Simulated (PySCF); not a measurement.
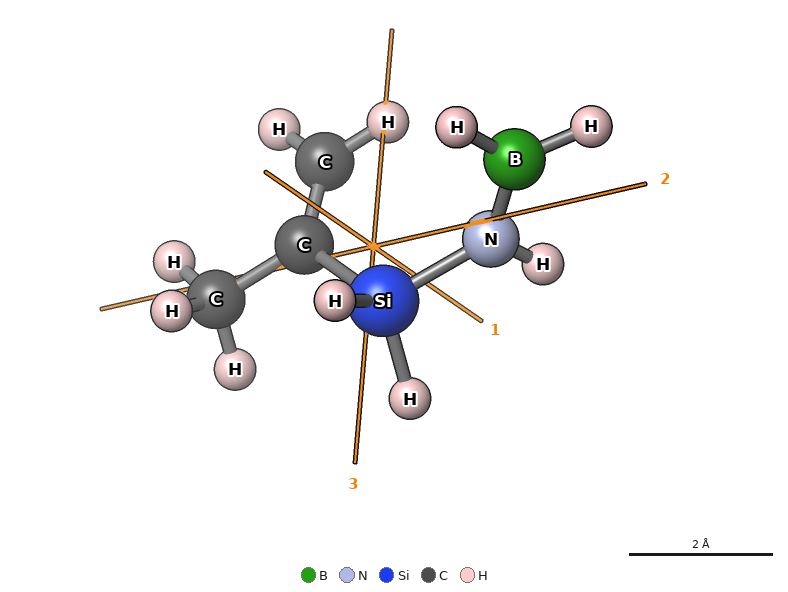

The three principal axes of inertia are drawn and numbered. Distant atoms are faded towards the background colour. The computed structure is the end point of a GFN2-xTB optimisation. No frequency run is at hand to confirm it as a minimum. Masses are those of the most abundant isotopes; constants are for the rigid equilibrium geometry.

> Which line is the a axis (least moment of inertia), which b and which c?

a is line 2, b is line 3, c is line 1; the moments are 93.1, 297, 363 u Å².

> Classify the rotor and give the rotational constants (cm⁻¹).

An asymmetric top (C1): A = 0.181, B = 0.0568, C = 0.0464 cm⁻¹. Ray's parameter κ is −0.85, nearer the prolate limit.
